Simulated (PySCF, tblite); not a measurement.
**C2H6BO3 radical: geometry, infrared bands and EPR parameters**

Wanted: the infrared bands and EPR parameters of C2H6BO3 radical (`OC[CH]B(O)O`), by calculation.

Programs: tblite 0.8.0 and PySCF 2.14.0, with density-fitted response routines of our own. Each step states its level of theory. These are calculated values for one molecule in the gas phase, unless marked as measured. Atoms are numbered from 0 throughout.

## (1) Starting geometry

12 atoms, charge 0, multiplicity 2; geometry from: force field or distance geometry start.

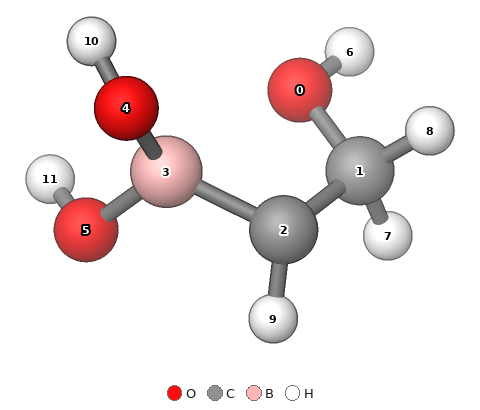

The starting geometry (oxygen red, carbon grey, boron pink, hydrogen white), atoms numbered.

## (2) Relaxing the molecule with GFN2-xTB

The job: settings as JSON, then the geometry in Å.

```
{"job": {"kind": "relax", "xc": "GFN2-xTB", "basis": "xTB"}, "charge": 0, "multiplicity": 2}
O     -0.949400     0.464100     1.023600
C     -1.412000     0.180800    -0.263900
C     -0.237500    -0.190800    -1.151400
B      1.042900    -0.068700    -0.220300
O      1.986000     0.988700    -0.563200
O      1.541600    -1.331600     0.364800
H     -1.713600     0.707800     1.598400
H     -2.049200    -0.721200    -0.235100
H     -1.958400     1.045700    -0.634600
H     -0.279300    -1.220200    -1.534300
H      2.304900     1.398800     0.247800
H      1.725300    -1.254000     1.342300
```

Run with:

```console
> OMP_NUM_THREADS=1 python probes_run.py task.json out
```

This one command runs all jobs of the session in turn.

What it wrote:

```text
step      E/eV     max force
  0    -563.27725    3.471
  1    -563.75729    2.176
  2    -564.06866    1.870
  3    -564.14257    1.011
  4    -564.23288    0.937
  5    -564.31007    1.140
  6    -564.35963    0.850
  7    -564.41799    0.871
  8    -564.46579    1.200
  9    -564.51368    1.092
 10    -564.54817    0.527
 11    -564.57071    0.438
 12    -564.59327    0.747
 13    -564.61626    0.886
 14    -564.64108    0.536
 15    -564.65918    0.297
 16    -564.67295    0.444
 17    -564.69162    0.625
 18    -564.70594    0.462
 19    -564.71410    0.214
 20    -564.71854    0.201
 21    -564.72226    0.316
 22    -564.72685    0.296
 23    -564.73534    0.271
 24    -564.74094    0.298
 25    -564.74742    0.198
 26    -564.75194    0.156
 27    -564.75631    0.180
 28    -564.76064    0.191
 29    -564.76507    0.188
 30    -564.76886    0.170
 31    -564.77155    0.138
 32    -564.77356    0.126
 33    -564.77542    0.142
 34    -564.77745    0.177
 35    -564.77957    0.152
 36    -564.78164    0.115
 37    -564.78307    0.112
 38    -564.78495    0.127
 39    -564.78707    0.137
 40    -564.78994    0.140
 41    -564.79293    0.159
 42    -564.79534    0.148
 43    -564.79705    0.133
 44    -564.79874    0.147
 45    -564.80117    0.209
 46    -564.80478    0.299
 47    -564.80990    0.283
 48    -564.81743    0.240
 49    -564.82431    0.259
 50    -564.83137    0.305
 51    -564.83700    0.436
 52    -564.84494    0.344
 53    -564.84772    0.327
 54    -564.85403    0.272
 55    -564.85782    0.233
 56    -564.86916    0.232
 57    -564.87676    0.235
 58    -564.88382    0.308
 59    -564.88935    0.312
 60    -564.89254    0.596
 61    -564.91029    0.337
 62    -564.92095    0.339
 63    -564.94171    0.308
 64    -564.94612    0.337
 65    -564.95390    0.287
 66    -564.95991    0.144
 67    -564.96418    0.202
 68    -564.96688    0.154
 69    -564.96952    0.254
 70    -564.97255    0.132
 71    -564.97476    0.101
 72    -564.97592    0.104
 73    -564.97726    0.116
 74    -564.97946    0.142
 75    -564.98304    0.162
 76    -564.98723    0.179
 77    -564.99020    0.096
 78    -564.99144    0.061
 79    -564.99200    0.065
 80    -564.99257    0.065
 81    -564.99320    0.063
 82    -564.99397    0.087
 83    -564.99479    0.091
 84    -564.99571    0.067
 85    -564.99645    0.087
 86    -564.99721    0.075
 87    -564.99777    0.066
 88    -564.99831    0.051
 89    -564.99871    0.078
 90    -564.99910    0.079
 91    -564.99941    0.065
 92    -564.99985    0.063
 93    -565.00026    0.063
 94    -565.00061    0.098
 95    -565.00085    0.034
 96    -565.00097    0.076
 97    -565.00109    0.070
 98    -565.00149    0.085
 99    -565.00203    0.153
100    -565.00284    0.124
101    -565.00237    0.503
102    -565.00483    0.064
103    -565.00588    0.149
104    -564.95773    2.090
105    -565.00710    0.123
106    -565.00794    0.124
107    -564.97071    1.995
108    -565.01023    0.092
109    -565.01228    0.105
110    -564.96718    1.578
111    -565.01246    0.217
112    -565.01635    0.372
113    -564.96885    2.323
114    -565.02011    0.344
115    -565.02313    0.390
116    -565.01174    1.918
117    -565.03296    0.412
118    -565.03952    0.505
119    -565.02998    2.036
120    -565.05446    0.568
121    -565.06335    0.634
122    -565.07350    1.882
123    -565.09599    0.689
124    -565.11444    0.552
125    -565.15498    1.462
126    -565.19781    1.043
127    -565.26444    1.017
128    -565.18911    4.014
129    -565.30427    0.728
130    -565.31019    0.932
131    -565.33288    0.388
132    -565.33541    0.479
133    -565.34219    0.159
134    -565.34367    0.180
135    -565.34713    0.321
136    -565.34885    0.281
137    -565.35122    0.130
138    -565.35284    0.093
139    -565.35531    0.095
140    -565.35718    0.150
141    -565.35898    0.138
142    -565.36030    0.079
143    -565.36082    0.088
144    -565.36120    0.056
145    -565.36155    0.053
146    -565.36200    0.050
147    -565.36231    0.054
148    -565.36305    0.064
149    -565.36396    0.073
150    -565.36561    0.088
151    -565.36777    0.099
152    -565.37014    0.116
153    -565.37182    0.099
154    -565.37150    0.372
155    -565.37418    0.103
156    -565.37489    0.075
157    -565.37592    0.061
158    -565.37680    0.110
159    -565.37735    0.096
160    -565.37768    0.062
161    -565.37800    0.046
162    -565.37819    0.028
163    -565.37832    0.051
164    -565.37848    0.026
165    -565.37862    0.031
166    -565.37877    0.031
167    -565.37893    0.027
168    -565.37908    0.023
169    -565.37915    0.014
170    -565.37918    0.013
171    -565.37919    0.006
```

Wall time 0.74 s (1 thread of Arm Neoverse V1, shared host).

Along the way: (not every step is listed) (the energy doesn't fall at every step)

| step | energy from step 0 (eV) | largest force (eV/Å) |
| --- | --- | --- |
| 0 | 0.0000 | 3.4707 |
| 1 | -0.4800 | 2.1763 |
| 2 | -0.7914 | 1.8697 |
| 3 | -0.8653 | 1.0110 |
| 4 | -0.9556 | 0.9374 |
| 5 | -1.0328 | 1.1403 |
| 6 | -1.0824 | 0.8500 |
| 7 | -1.1407 | 0.8713 |
| 8 | -1.1885 | 1.2005 |
| 23 | -1.4581 | 0.2713 |
| 38 | -1.5077 | 0.1273 |
| 53 | -1.5705 | 0.3267 |
| 68 | -1.6896 | 0.1536 |
| 83 | -1.7175 | 0.0911 |
| 98 | -1.7242 | 0.0849 |
| 113 | -1.6916 | 2.3234 |
| 128 | -1.9119 | 4.0143 |
| 143 | -2.0836 | 0.0883 |
| 158 | -2.0996 | 0.1096 |
| 166 | -2.1015 | 0.0315 |
| 167 | -2.1017 | 0.0275 |
| 168 | -2.1018 | 0.0228 |
| 169 | -2.1019 | 0.0145 |
| 170 | -2.1019 | 0.0127 |
| 171 | -2.1019 | 0.0062 |

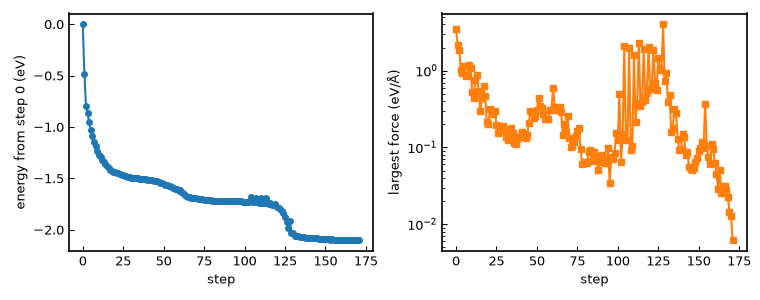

Energy and largest force along the relaxation.

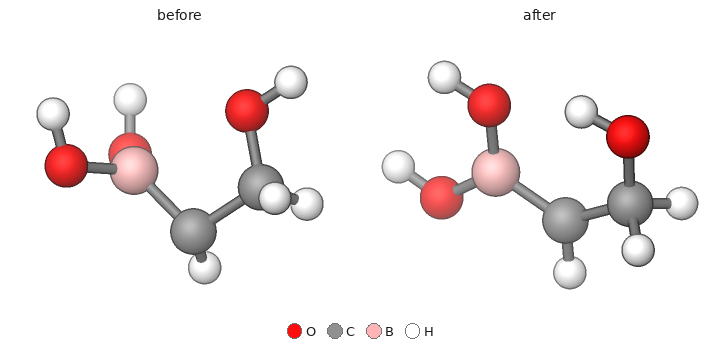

Before and after, at one scale.

Close pairs (by a distance rule), those that changed most:

| bond | before (Å) | after (Å) | change (Å) |
| --- | --- | --- | --- |
| B3–O5 | 1.478 | 1.366 | -0.112 |
| B3–O4 | 1.458 | 1.380 | -0.077 |
| C2–B3 | 1.588 | 1.527 | -0.061 |
| C1–C2 | 1.518 | 1.473 | -0.045 |
| O5–H11 | 0.998 | 0.957 | -0.040 |
| C2–H9 | 1.099 | 1.079 | -0.020 |
| O0–H6 | 0.987 | 0.968 | -0.019 |
| C1–H8 | 1.088 | 1.107 | +0.019 |

The final coordinates are the input of the step that follows.

## (3) Infrared spectrum with GFN2-xTB

The job: settings as JSON, then the geometry in Å.

```
{"job": {"kind": "ir", "xc": "GFN2-xTB", "basis": "xTB"}, "charge": 0, "multiplicity": 2}
O     -1.635694     1.063185     0.672851
C     -1.636047     0.055710    -0.298354
C     -0.338363    -0.563771    -0.618879
B      1.015930    -0.224196    -0.001357
O      1.102380     0.758616     0.964108
O      2.108968    -0.918998    -0.436119
H     -0.725476     1.180061     0.979697
H     -2.344039    -0.731034     0.026895
H     -2.077752     0.473768    -1.223657
H     -0.391896    -1.334659    -1.372440
H      1.974179     0.932224     1.318688
H      2.949009    -0.691591    -0.037460
```

What it wrote:

```text
mode    cm-1     km/mol
  1      51.4     12.29
  2     134.6     20.21
  3     202.8      1.77
  4     315.7      6.78
  5     402.1     27.25
  6     406.5     25.73
  7     455.7     42.39
  8     469.9      9.71
  9     553.8    435.24
 10     614.9      4.44
 11     629.5     58.24
 12     773.1     10.53
 13     851.7      2.61
 14     918.7    234.35
 15     930.3     84.85
 16     996.1     25.00
 17    1157.9    372.17
 18    1166.4      0.11
 19    1188.4    106.41
 20    1219.1    262.72
 21    1238.3      9.05
 22    1329.4     57.17
 23    1384.5     94.91
 24    1427.1     79.65
 25    2735.1     27.48
 26    2800.6     39.58
 27    3092.5     28.52
 28    3464.9    109.99
 29    3619.2      3.54
 30    3621.6      6.08
```

Run time: 0.22 s. Hardware: 1 thread of Arm Neoverse V1, shared host.

Which atoms move in the most intense modes:

| cm⁻¹ | km/mol | atoms |
| --- | --- | --- |
| 554 | 435.2 | H11 27 %, H10 22 %, B3 18 %, O4 11 % |
| 919 | 234.3 | H11 54 %, O5 16 % |
| 930 | 84.8 | H10 54 %, O4 13 % |
| 1158 | 372.2 | H9 22 %, B3 17 %, O0 13 %, H8 10 % |
| 1188 | 106.4 | C1 26 %, B3 24 %, C2 14 % |
| 1219 | 262.7 | B3 53 %, H9 26 % |
| 1384 | 94.9 | C2 37 %, B3 26 % |
| 3465 | 110.0 | H6 94 % |

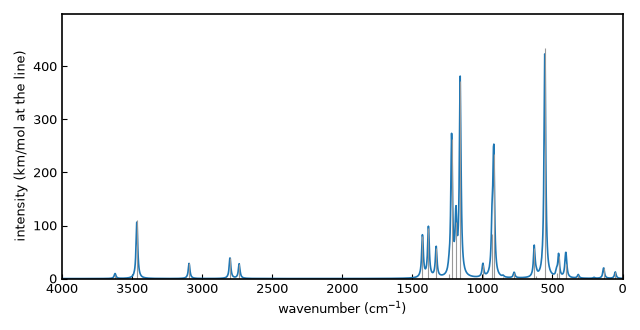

The infrared spectrum from these modes, unscaled. Lines are broadened to a width of 14 cm⁻¹ (Lorentzian).

## (4) g tensor and hyperfine couplings: B3LYP/pcH-1

Settings changed since step 3:

```diff
@@ -1,2 +1,2 @@
-{"job": {"kind": "ir", "xc": "GFN2-xTB", "basis": "xTB"}, "charge": 0, "multiplicity": 2}
+{"job": {"kind": "epr", "basis": "pcH-1"}, "charge": 0, "multiplicity": 2}
 O     -1.635694     1.063185     0.672851
```

Method: UKS B3LYP, pcH-1 on B C H O, non-relativistic, mean-field spin-orbit, GIAO.

What it wrote:

```text
UKS, coarse grid
  cycle   1  E = -330.21258036  |g| = 7.97e-01
  cycle   2  E = -329.94504798  |g| = 1.19e+00
  cycle   3  E = -330.42670049  |g| = 8.87e-02
  cycle   4  E = -330.42964883  |g| = 4.22e-02
  cycle   5  E = -330.43046162  |g| = 1.11e-02
  cycle   6  E = -330.43050263  |g| = 5.20e-03
  cycle   7  E = -330.43051410  |g| = 1.34e-03
  cycle   8  E = -330.43051560  |g| = 7.05e-04
UKS, final grid
  cycle   1  E = -330.43045726  |g| = 1.03e-03
  cycle   2  E = -330.43045672  |g| = 1.65e-03
  cycle   3  E = -330.43045762  |g| = 1.08e-04
  cycle   4  E = -330.43045763  |g| = 3.04e-05
  cycle   5  E = -330.43045763  |g| = 2.07e-05
E = -330.43045763 Eh   <S^2> = 0.7531 (exact 0.7500)
g shifts (ppm)      1          2          3
  rmc          -145       -145       -145
  gc              0         29         28
  oz_so          -6        790       1404
  total        -150        675       1287
hyperfine (MHz)  atom isotope    a_iso     a_fc   dipolar eigenvalues
    0   17O       0.56       0.56     -0.51     -0.23      0.74
    1   13C     -33.16     -33.16     -3.34      0.36      2.98
    2   13C      59.56      59.56    -68.51    -67.83    136.34
    3   11B     -28.15     -28.15     -7.23      0.37      6.86
    4   17O      -1.61      -1.61    -11.69      5.10      6.59
    5   17O      -2.59      -2.59    -14.89      6.64      8.25
    6    1H      -2.03      -2.03     -3.53     -3.37      6.90
    7    1H     141.50     141.50     -5.52     -3.03      8.55
    8    1H     141.42     141.42     -5.52     -3.04      8.55
    9    1H     -51.17     -51.17    -32.12     -1.38     33.50
   10    1H      -4.24      -4.24     -3.99     -2.60      6.59
   11    1H      -5.00      -5.00     -4.86     -2.81      7.67
```

Run time: 34 s. Hardware: 1 thread of Arm Neoverse V1, shared host; peak memory 0.81 GiB.

Principal g values 2.00217, 2.00299, 2.00361; g(iso) = 2.00292, against 2.00232 for a free electron.

Hyperfine couplings; where a row names several nuclei, a(iso) is their mean (it holds for fast rotation or exchange) and the dipolar term the largest among them:

| nuclei | isotope | a(iso) (MHz) | a(iso) (G, at g = 2.0023) | largest dipolar term (MHz) |
| --- | --- | --- | --- | --- |
| H7, H8 | 1H | 141.5 | 50.5 | 8.6 |
| C2 | 13C | 59.6 | 21.3 | 136.3 |
| H9 | 1H | -51.2 | -18.3 | 33.5 |
| C1 | 13C | -33.2 | -11.8 | -3.3 |
| B3 | 11B | -28.1 | -10.0 | -7.2 |
| H10, H11 | 1H | -4.6 | -1.6 | 7.7 |
| O4, O5 | 17O | -2.1 | -0.7 | -14.9 |
| H6 | 1H | -2.0 | -0.7 | 6.9 |
| O0 | 17O | 0.6 | 0.2 | 0.7 |

Mulliken spin populations:

| atom | value (e) |
| --- | --- |
| O0 | 0.00 |
| C1 | -0.08 |
| C2 | 0.90 |
| B3 | 0.04 |
| O4 | 0.03 |
| O5 | 0.04 |
| H6 | 0.00 |
| H7 | 0.05 |
| H8 | 0.05 |
| H9 | -0.04 |
| H10 | 0.00 |
| H11 | 0.00 |

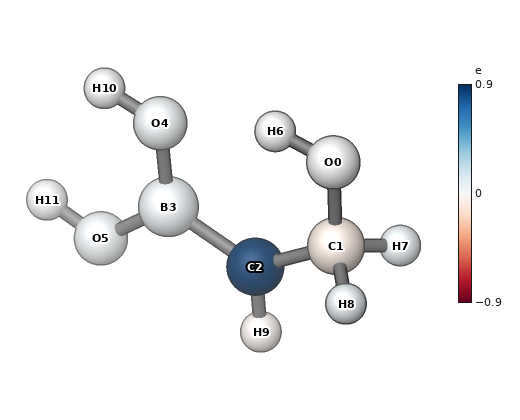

Mulliken spin populations, as colours on the atoms.

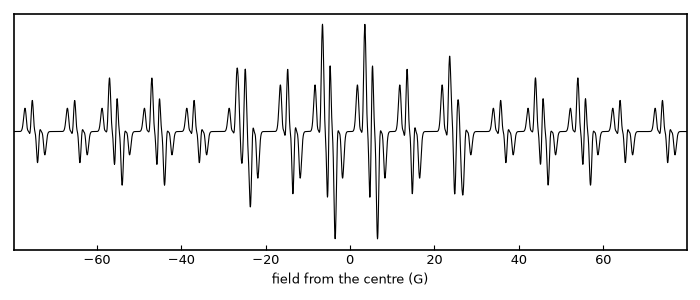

First-order isotropic spectrum (first derivative, main isotopes with spin only, couplings over 0.8 MHz, Gaussian width 0.4 G; couplings of the frozen geometry, rotation of groups not averaged beyond the rows shown).

Orbitals, density, ELF and potential are computed afterwards from the orbital file.

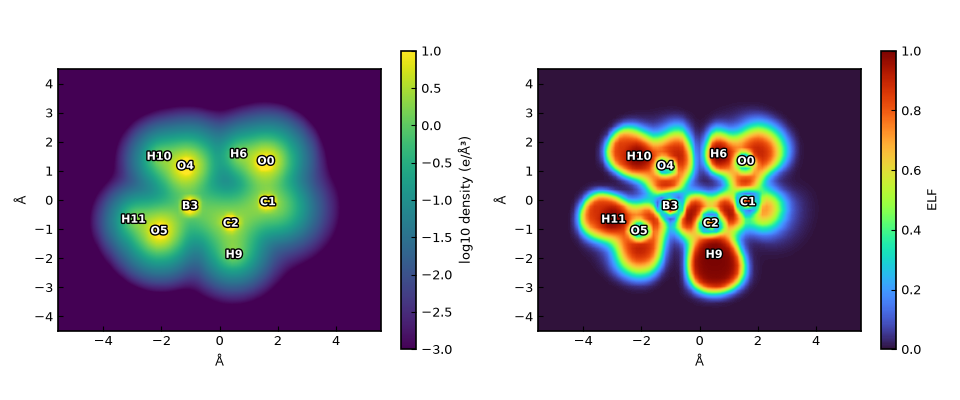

Density (left) and ELF (right) in a plane through or near 10 of the atoms.

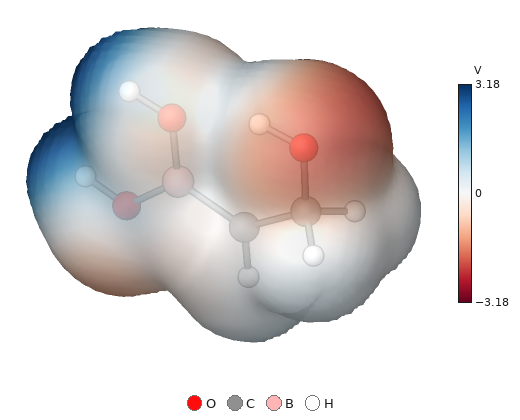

Electrostatic potential on the surface of density 0.002 e/bohr³; red is low, blue high. It runs from -1.97 V near O0 to 3.18 V near H10.

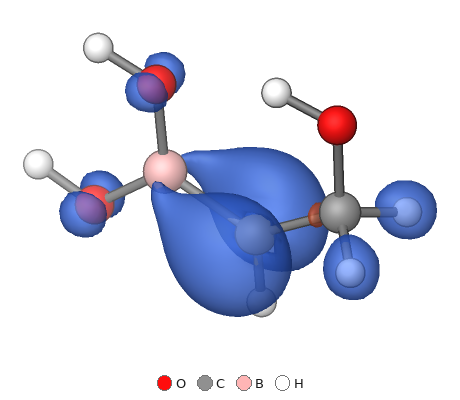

Spin density at ±0.04 e/Å³ (alpha excess blue, beta excess red).

## (5) What came out

| quantity | value |
| --- | --- |
| strongest single infrared mode (GFN2-xTB) | 554 cm⁻¹, 435 km/mol |
| zero-point energy (GFN2-xTB) | 54.5 kcal/mol |
| g(iso) (B3LYP) | 2.00292 |
| ⟨S²⟩ | 0.753 (exact 0.75) |
| largest a(iso) (averaged by class) | 1H on H7, H8, 141.5 MHz |
| potential on the surface of density 0.002 e/bohr³, 1st and 99th percentile | -1.97 V and 3.18 V |

In words: Over 171 steps the energy fell by 2.102 eV; of the close pairs, B3–O5 changed most, 1.478 to 1.366 Å. No mode is imaginary among the 30: a minimum at this level. The strongest single mode, at 554 cm⁻¹, is spread over several atoms, H11, H10, B3, O4 among them. GFN2-xTB is a fitted tight-binding method: band positions and strengths are rough. Its intensities can rank the bands wrongly. C2 carries the largest spin population, 0.90 e. The isotropic g lies 0.6 ppt above the free-electron value.
